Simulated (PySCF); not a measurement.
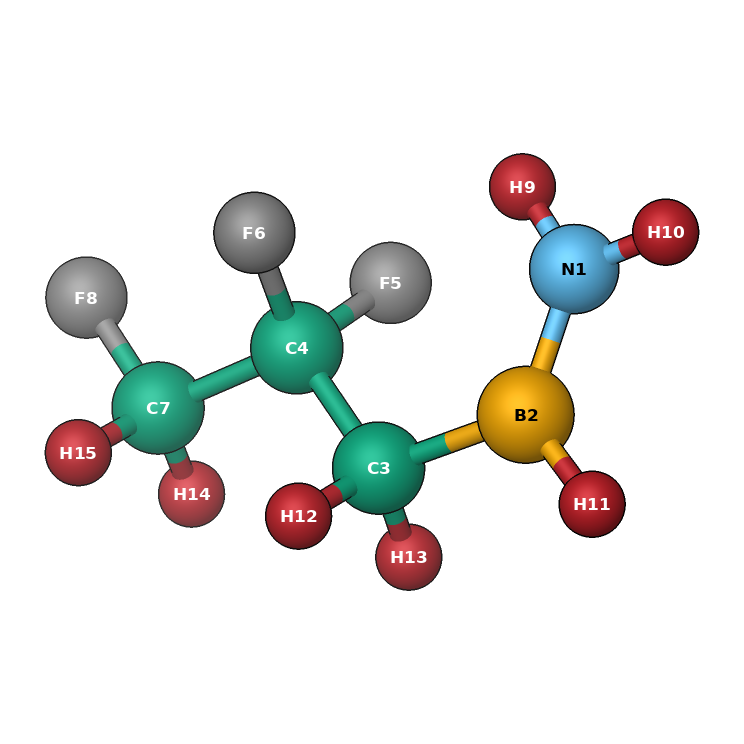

The geometry was computed by an optimisation with GFN2-xTB. No frequency run is at hand to confirm it as a minimum. Level of theory: B3LYP/pcJ-1 indirect spin-spin coupling, non-relativistic, gas phase (PySCF 2.14.0). Isotopes: 11B, 13C, 19F, 1H, 15N.

Give the spin–spin coupling constants of these pairs, with the number of bonds between them: B2/H11, B2/H9, N1/H13, F6/H15.

```
   pair  bonds apart  J (Hz)
B2, H11            1   136.5
 B2, H9            2    −1.1
N1, H13            3    −1.7
F6, H15            3     2.7
```

Density functionals are unreliable for couplings to fluorine, so those rows may be far off.

The geometry is semi-empirical. Around B such bond lengths and angles can be off by a tenth of an ångström or more and by several degrees, and values that hang on the shape move with them.
